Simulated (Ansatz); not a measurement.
# Profile along the Ti–O line in CaTiO3 (cubic perovskite)

CaTiO$_{3}$ (cubic perovskite)

```cif
data_CaO3Ti
_chemical_formula_sum 'Ca1 Ti1 O3'
_space_group_name_H-M_alt 'P 1'
_space_group_IT_number 1
_cell_length_a 3.80363
_cell_length_b 3.80363
_cell_length_c 3.80363
_cell_angle_alpha 90.000
_cell_angle_beta 90.000
_cell_angle_gamma 90.000
loop_
_space_group_symop_operation_xyz
  'x, y, z'
loop_
_atom_site_label
_atom_site_type_symbol
_atom_site_fract_x
_atom_site_fract_y
_atom_site_fract_z
_atom_site_occupancy
Ca1 Ca 0.00000 0.00000 0.00000 1
Ti1 Ti 0.50000 0.50000 0.50000 1
O1 O 0.00000 0.50000 0.50000 1
O2 O 0.50000 0.50000 0.00000 1
O3 O 0.50000 0.00000 0.50000 1
```

Fields along a shortest Ti–O line of a {110} plane (1.90 Å), from Ti to O, interpolated on the slice's grid (step about 0.3 Å). Computed with LDA (plane waves to 420 eV, PAW, scalar-relativistic; Ansatz, a program for electronic structure). k mesh 9×9×9. Near the nuclei the fields are pseudised (PAW); where an atom keeps semicore shells as valence, they peak there. CaTiO3 is run without spin polarisation. CaTiO3 was relaxed with its symmetry unable to fall. This is a high-temperature form of CaTiO3.

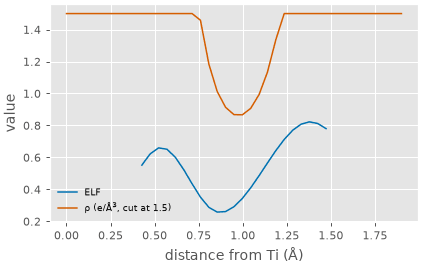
ELF (away from the nuclei) and valence density from Ti to O.

Density on the Ti–O line (1.90 Å) at its density minimum, 1.0 Å from Ti: 0.87 e/Å³. ELF at that point: 0.3.
